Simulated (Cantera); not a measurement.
A closed system holds: 1 mol Cu2O, 0.34 mol C, a varied amount of H2, at 1375 K and 870000 Pa.

Method: chemical equilibrium by Gibbs-energy minimisation in Cantera with the NASA 1993 tables (ideal gas, pure condensed phases). Candidate condensed phases: C, C6H6, C7H8, C8H18, Cu, CuO, Cu(OH)2, Cu2O, H2O; 113 gas species. Kinetics and transport are ignored.

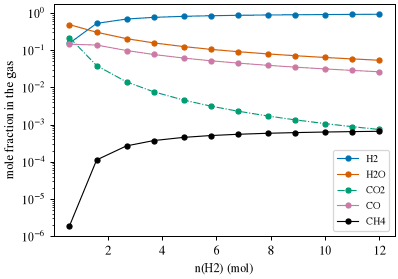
Figure: Equilibrium gas composition (values under 1e-9 drawn at 1e-9)

Problem. Read off the mole fractions at 2.7 mol H2.

Solution. H2 about 0.68, H2O about 0.20, CO about 0.098, CO2 about 0.014, CH4 about 0.00027.
